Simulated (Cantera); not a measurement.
Charge: 1 mol MgSO4, 0.4 mol H2O, 1.4 mol CO2, held at 800 K.

Equilibrium computed with Cantera from the NASA thermochemical tables; the gas is ideal and each condensed phase is pure. Candidate condensed phases: C, C6H6, C7H8, C8H18, H2O, H2SO4, Mg, MgCO3, MgO, Mg(OH)2, MgS, MgSO4, S; 130 gas species. The numbers say what is thermodynamically allowed, not how fast it happens.

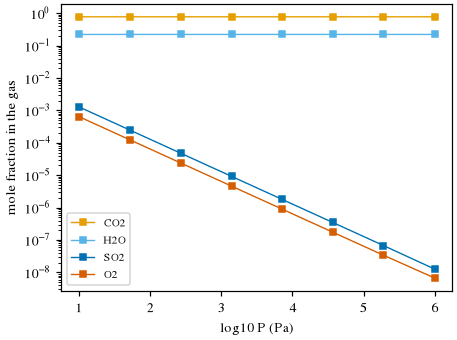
Equilibrium gas composition (values under 1e-9 drawn at 1e-9)

From 0.000100 bar to 0.000520 bar the condensed part is MgO(s) + MgSO4(s). From 0.00270 bar to 10.0 bar the condensed part is MgSO4(s).
